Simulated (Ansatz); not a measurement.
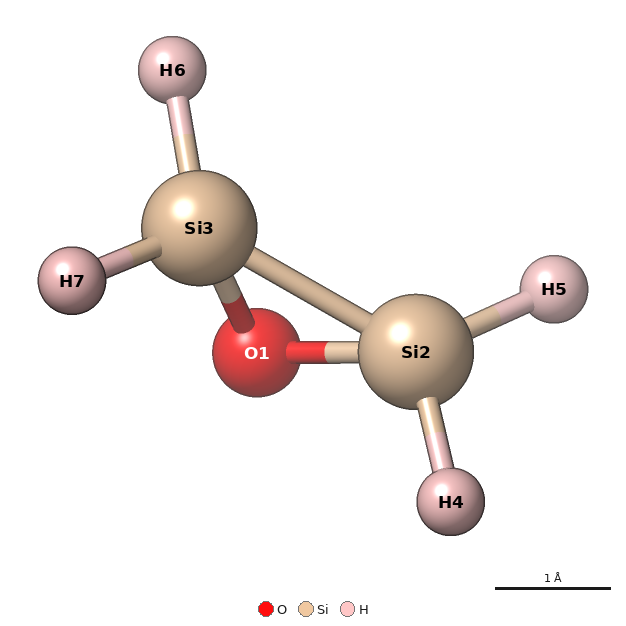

Figure made from data computed with Ansatz.

Orthographic view. Distant atoms are faded towards the background colour. Geometry: relaxed with PBE0-D4/def2-TZVP with one coordinate held away from its value at the minimum.

Give the geometry as a Z-matrix, atoms in numerical order, with these reference atoms: 2 to 1; 3 to 1, 2; 4 to 2, 1, 3; 5 to 2, 4, 1; 6 to 3, 1, 2; 7 to 3, 6, 1.

```
O  
Si   1   1.695
Si   1   1.696   2    80.5
H    2   1.484   1   114.1   3   116.0
H    2   1.484   4   110.5   1  -130.1
H    3   1.484   1   114.1   2   115.3
H    3   1.433   6   110.8   1  -130.5
```
